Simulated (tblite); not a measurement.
## C3H8Ge: saddle-point search

System: C3H8Ge.
Method: GFN2-xTB saddle search (eigenvector following) and harmonic vibrations, gas phase (tblite 0.8.0).

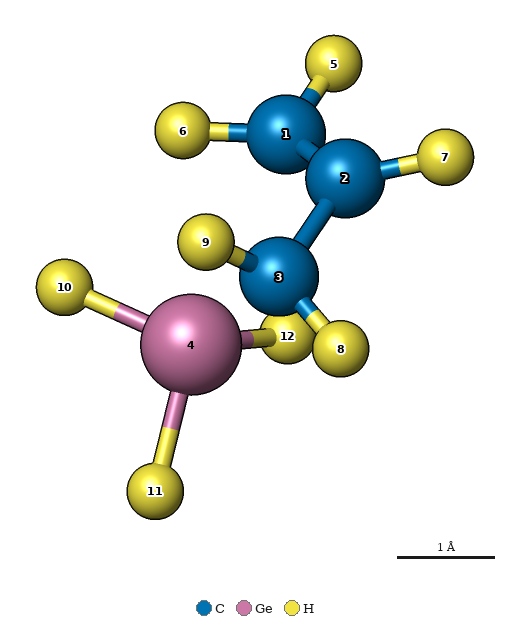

Figure 1. The input geometry (ball-and-stick view, seen at a tilt; atoms are numbered from 1 in the order of the input). Sticks mark near contacts. Bond lengths as drawn: C–C 1.33 to 1.48 Å, C–H 1.07 to 1.08 Å and Ge–H 1.50 to 1.57 Å.

## The input
```
{"job": {"xc": "GFN2-xTB", "basis": "xTB", "kind": "saddle"}, "charge": 0, "multiplicity": 1}
C     -1.161831    -0.174798     0.606473
C     -0.942161    -0.643985    -0.619636
C      0.086908     0.020335    -1.448379
Ge     1.181212     0.404822     0.717466
H     -1.900719    -0.658272     1.236422
H     -1.007713     0.859072     0.856708
H     -1.361003    -1.588291    -0.945843
H      0.662200    -0.636059    -2.085879
H     -0.208192     0.938404    -1.938034
H      0.876534     1.693952     1.451694
H      2.735005     0.545870     0.512677
H      1.039760    -0.761051     1.656332
```

The first line tells a small driver script what to run in tblite; the rest is the geometry in Å.

Run as:
```bash
OMP_NUM_THREADS=1 python <driver script> task.json out
```

## What the program printed
```
step      E/eV     max force
  0    -334.65596   2.7220
  1    -335.27890   1.7503
  2    -335.69365   1.0286
  3    -335.90682   0.7390
  4    -336.06491   0.8539
  5    -336.21790   0.6957
  6    -336.39653   0.3504
  7    -336.49748   0.3856
  8    -336.57451   0.3213
  9    -336.61857   0.2046
 10    -336.64691   0.1436
 11    -336.67328   0.1108
 12    -336.68251   0.2308
 13    -336.67778   0.0716
 14    -336.68412   0.0508
 15    -336.68651   0.0259
 16    -336.68660   0.0000
lowest wavenumbers (cm-1): -106.8 118.6 161.9 408.4 447.0 490.4
```

## Trajectory as extended XYZ (Å, eV, eV/Å), 12 frames, from step=0 to step=16
```
12
Properties=species:S:1:pos:R:3:forces:R:3 step=0 energy=-334.65596
C    -1.1618   -0.1748    0.6065   -2.6270  -0.6430  -0.1110
C    -0.9422   -0.6440   -0.6196   -0.0180   0.0060   0.0060
C     0.0869    0.0203   -1.4484    1.2070   0.4160   2.4040
Ge    1.1812    0.4048    0.7175    1.4400   0.2310  -2.2780
H    -1.9007   -0.6583    1.2364   -0.0140  -0.0070  -0.0030
H    -1.0077    0.8591    0.8567    0.0080   0.0190  -0.0190
H    -1.3610   -1.5883   -0.9458    0.0180  -0.0150   0.0130
H     0.6622   -0.6361   -2.0859    0.0040   0.0230  -0.0160
H    -0.2082    0.9384   -1.9380    0.0040  -0.0140   0.0080
H     0.8765    1.6940    1.4517    0.0000   0.0090   0.0030
H     2.7350    0.5459    0.5127   -0.0140   0.0010   0.0060
H     1.0398   -0.7611    1.6563   -0.0080  -0.0240  -0.0150
12
Properties=species:S:1:pos:R:3:forces:R:3 step=1 energy=-335.27890
C    -1.2560   -0.1534    0.5804   -1.6990  -0.3660  -0.2070
C    -0.9436   -0.6692   -0.6019   -0.0050   0.0990   0.1920
C     0.1265    0.0307   -1.3618    0.7140   0.2140   1.5160
Ge    1.2274    0.4088    0.6422    0.8750   0.1660  -1.5030
H    -1.9583   -0.6152    1.2531   -0.2140  -0.0340  -0.0540
H    -1.0247    0.8811    0.7832   -0.0980  -0.1330   0.1350
H    -1.3155   -1.6265   -0.9434    0.0350   0.0210   0.0400
H     0.6537   -0.6134   -2.0663    0.1220   0.1080   0.2940
H    -0.2367    0.9149   -1.8937    0.2520  -0.0310   0.3180
H     0.8963    1.6349    1.4994   -0.0240  -0.0890  -0.3000
H     2.7576    0.5711    0.5156    0.0770   0.0000  -0.1680
H     1.0732   -0.7636    1.5933   -0.0350   0.0440  -0.2630
12
Properties=species:S:1:pos:R:3:forces:R:3 step=2 energy=-335.69365
C    -1.3502   -0.1349    0.5524   -0.8380  -0.3810  -0.4590
C    -0.9398   -0.7001   -0.5803   -0.0610   0.2410   0.4840
C     0.1435    0.0411   -1.2912    0.4470   0.0250   0.7870
Ge    1.2813    0.4093    0.5595    0.4980   0.0920  -0.6710
H    -2.0158   -0.5899    1.2608   -0.3180  -0.0050  -0.1260
H    -1.0645    0.8968    0.7193   -0.2470  -0.2130   0.2410
H    -1.2439   -1.6862   -0.9168    0.0590   0.1740   0.1120
H     0.6547   -0.5605   -2.0522    0.1190   0.1180   0.4470
H    -0.2624    0.9241   -1.8025    0.3750   0.0060   0.4070
H     0.9228    1.5862    1.4860   -0.0240  -0.0350  -0.5190
H     2.8126    0.5481    0.5239   -0.0330   0.0010  -0.3050
H     1.0617   -0.7341    1.5412    0.0240  -0.0230  -0.3960
12
Properties=species:S:1:pos:R:3:forces:R:3 step=4 energy=-336.06491
C    -1.4592   -0.1141    0.5183   -0.1670  -0.5010  -0.6710
C    -0.9213   -0.7323   -0.5355   -0.2370   0.2270   0.6770
C     0.1677    0.0434   -1.2011    0.3150   0.0890   0.2910
Ge    1.3422    0.4140    0.5114    0.1900  -0.1270  -0.3330
H    -2.1586   -0.5231    1.2165   -0.3250  -0.1350  -0.1310
H    -1.1581    0.9140    0.6511   -0.2610   0.0070   0.3080
H    -1.1424   -1.7565   -0.8397    0.0530   0.3900   0.1530
H     0.6887   -0.5001   -1.9973    0.0310   0.0440   0.3750
H    -0.2780    0.9366   -1.6590    0.4370   0.0000   0.2630
H     0.9716    1.5426    1.4622   -0.1100   0.0440  -0.4290
H     2.8583    0.5505    0.4664   -0.0480  -0.0080  -0.3260
H     1.0891   -0.7750    1.4069    0.1230  -0.0280  -0.1770
12
Properties=species:S:1:pos:R:3:forces:R:3 step=5 energy=-336.21790
C    -1.5012   -0.1029    0.5079   -0.1700  -0.3850  -0.5540
C    -0.9161   -0.7303   -0.5112   -0.1990   0.2040   0.6250
C     0.1854    0.0386   -1.1646    0.2350   0.0540   0.2190
Ge    1.3688    0.4006    0.4942    0.1790  -0.0650  -0.1430
H    -2.2440   -0.4968    1.1717   -0.2130  -0.1610  -0.1450
H    -1.2167    0.9286    0.6377   -0.2240   0.0810   0.3050
H    -1.1125   -1.7621   -0.7926    0.0240   0.2830   0.0830
H     0.6908   -0.4999   -1.9699    0.0660  -0.0100   0.2830
H    -0.2483    0.9412   -1.6021    0.3400   0.1000   0.1300
H     0.9659    1.5067    1.4577   -0.1000  -0.0130  -0.4210
H     2.8755    0.5896    0.4178   -0.0820  -0.0270  -0.3040
H     1.1524   -0.8132    1.3534    0.1430  -0.0610  -0.0780
12
Properties=species:S:1:pos:R:3:forces:R:3 step=7 energy=-336.49748
C    -1.5614   -0.1284    0.5220   -0.1410   0.0200  -0.0370
C    -0.9377   -0.6961   -0.4988   -0.0710   0.0500   0.1690
C     0.2323    0.0257   -1.0966    0.0010   0.0040   0.0310
Ge    1.4085    0.3865    0.4857    0.1090   0.0230   0.0440
H    -2.3739   -0.5666    1.0792   -0.0090  -0.0020  -0.2070
H    -1.2376    0.8668    0.8186   -0.2910  -0.2390   0.0830
H    -1.2004   -1.6838   -0.8707    0.0590   0.2320   0.0670
H     0.7275   -0.5512   -1.8789    0.0070  -0.0190   0.1330
H    -0.1142    0.9580   -1.5518    0.1590  -0.0250   0.0580
H     0.9394    1.5636    1.3000    0.0480  -0.0200  -0.1480
H     2.8827    0.6141    0.2928   -0.0040  -0.0250  -0.1760
H     1.2348   -0.7885    1.3985    0.1310   0.0020  -0.0170
12
Properties=species:S:1:pos:R:3:forces:R:3 step=8 energy=-336.57451
C    -1.5952   -0.1388    0.5328   -0.1280   0.0240  -0.0020
C    -0.9526   -0.6693   -0.4957   -0.0500   0.0430   0.1170
C     0.2471    0.0211   -1.0725   -0.0220   0.0070  -0.0190
Ge    1.4306    0.3909    0.4872    0.0940   0.0120   0.0260
H    -2.4307   -0.6077    1.0329    0.0600   0.0690  -0.1990
H    -1.2843    0.8358    0.9014   -0.2070  -0.2450   0.0190
H    -1.2375   -1.6335   -0.9066    0.0480   0.1520   0.0490
H     0.7393   -0.5924   -1.8302   -0.0270   0.0260   0.1060
H    -0.0514    0.9571   -1.5570    0.0890  -0.0960   0.0700
H     0.9507    1.5863    1.2550    0.0600   0.0070  -0.0430
H     2.8936    0.6249    0.2372   -0.0220  -0.0190  -0.1300
H     1.2904   -0.7743    1.4155    0.1070   0.0200   0.0070
12
Properties=species:S:1:pos:R:3:forces:R:3 step=10 energy=-336.64691
C    -1.6688   -0.1171    0.5166   -0.0630   0.0010   0.0070
C    -0.9709   -0.6430   -0.4755   -0.0290   0.0530   0.0510
C     0.2637    0.0010   -1.0292   -0.0320  -0.0140   0.0470
Ge    1.4733    0.3874    0.4942    0.1110  -0.0580   0.0190
H    -2.5416   -0.5895    0.9408    0.0500   0.0350  -0.1300
H    -1.3826    0.8356    0.9402   -0.0800  -0.0560   0.0120
H    -1.2637   -1.5917   -0.9034    0.0010  -0.0330  -0.0250
H     0.7491   -0.6534   -1.7550   -0.0170   0.0130   0.0380
H     0.0123    0.9283   -1.5497    0.0190  -0.0230   0.0330
H     0.9500    1.5328    1.2994    0.0570   0.0220   0.0240
H     2.8939    0.7221    0.1280   -0.0810  -0.0240  -0.0510
H     1.4855   -0.8125    1.3936    0.0630   0.0850  -0.0260
12
Properties=species:S:1:pos:R:3:forces:R:3 step=11 energy=-336.67328
C    -1.7039   -0.1266    0.5112   -0.0540   0.0200   0.0390
C    -0.9952   -0.6353   -0.4806   -0.0100  -0.0220  -0.0200
C     0.2683   -0.0164   -0.9943   -0.0290  -0.0150   0.0100
Ge    1.4942    0.3999    0.5045    0.0490  -0.0150   0.0110
H    -2.6098   -0.5884    0.8714    0.0460   0.0440  -0.0590
H    -1.4001    0.7909    0.9982   -0.0630  -0.0870  -0.0270
H    -1.3169   -1.5531   -0.9606    0.0260   0.0540   0.0170
H     0.7623   -0.6909   -1.6962   -0.0100   0.0110   0.0250
H     0.0426    0.9012   -1.5444    0.0080  -0.0200   0.0310
H     0.9991    1.5502    1.3218    0.0350   0.0100   0.0030
H     2.8814    0.7511    0.0522   -0.0380  -0.0160  -0.0240
H     1.5780   -0.7825    1.4168    0.0400   0.0350  -0.0060
12
Properties=species:S:1:pos:R:3:forces:R:3 step=13 energy=-336.67778
C    -1.7102   -0.1322    0.5126   -0.0330   0.0110   0.0180
C    -1.0037   -0.6314   -0.4853   -0.0080  -0.0150  -0.0110
C     0.2698   -0.0238   -0.9852   -0.0160  -0.0090   0.0090
Ge    1.4975    0.4054    0.5078    0.0280  -0.0070   0.0070
H    -2.6261   -0.5855    0.8543    0.0150   0.0220  -0.0380
H    -1.3957    0.7676    1.0229   -0.0430  -0.0550  -0.0160
H    -1.3387   -1.5322   -0.9869    0.0150   0.0360   0.0100
H     0.7669   -0.7070   -1.6765   -0.0060   0.0070   0.0180
H     0.0542    0.8890   -1.5474    0.0050  -0.0120   0.0230
H     1.0087    1.5591    1.3239    0.0290   0.0090   0.0020
H     2.8748    0.7606    0.0342   -0.0170  -0.0100  -0.0230
H     1.6023   -0.7698    1.4255    0.0320   0.0220   0.0020
12
Properties=species:S:1:pos:R:3:forces:R:3 step=14 energy=-336.68412
C    -1.7301   -0.1394    0.5089   -0.0230   0.0090   0.0170
C    -1.0165   -0.6280   -0.4888   -0.0040  -0.0150  -0.0130
C     0.2710   -0.0331   -0.9661   -0.0130  -0.0080   0.0050
Ge    1.5088    0.4112    0.5135    0.0200  -0.0060   0.0050
H    -2.6614   -0.5829    0.8202    0.0200   0.0180  -0.0210
H    -1.4078    0.7393    1.0493   -0.0280  -0.0400  -0.0140
H    -1.3627   -1.5088   -1.0176    0.0140   0.0310   0.0100
H     0.7718   -0.7242   -1.6471   -0.0030   0.0030   0.0100
H     0.0684    0.8762   -1.5390    0.0020  -0.0070   0.0130
H     1.0364    1.5715    1.3300    0.0150   0.0050  -0.0010
H     2.8689    0.7706   -0.0042   -0.0150  -0.0080  -0.0080
H     1.6532   -0.7523    1.4408    0.0160   0.0170  -0.0040
12
Properties=species:S:1:pos:R:3:forces:R:3 step=16 energy=-336.68660
C    -1.7593   -0.1400    0.4978    0.0000   0.0000   0.0000
C    -1.0254   -0.6282   -0.4850    0.0000   0.0000   0.0000
C     0.2704   -0.0392   -0.9438    0.0000   0.0000   0.0000
Ge    1.5266    0.4108    0.5185    0.0000   0.0000   0.0000
H    -2.7000   -0.5799    0.7820    0.0000   0.0000   0.0000
H    -1.4470    0.7319    1.0521    0.0000   0.0000   0.0000
H    -1.3660   -1.5034   -1.0248    0.0000   0.0000   0.0000
H     0.7716   -0.7305   -1.6241    0.0000   0.0000   0.0000
H     0.0756    0.8726   -1.5156    0.0000   0.0000   0.0000
H     1.0711    1.5721    1.3427    0.0000   0.0000   0.0000
H     2.8647    0.7782   -0.0460    0.0000   0.0000   0.0000
H     1.7177   -0.7443    1.4463    0.0000   0.0000   0.0000
```

## Key numbers

```json
{"quantity": "outcome", "value": "converged"}
{"quantity": "total energy", "value": "−336.6866 eV"}
{"quantity": "point group", "value": "C1"}
{"quantity": "hardware", "value": "1 CPU thread, shared host"}
{"quantity": "wall time", "value": "1.4 s"}
{"quantity": "peak memory", "value": "0.2 GiB"}
```
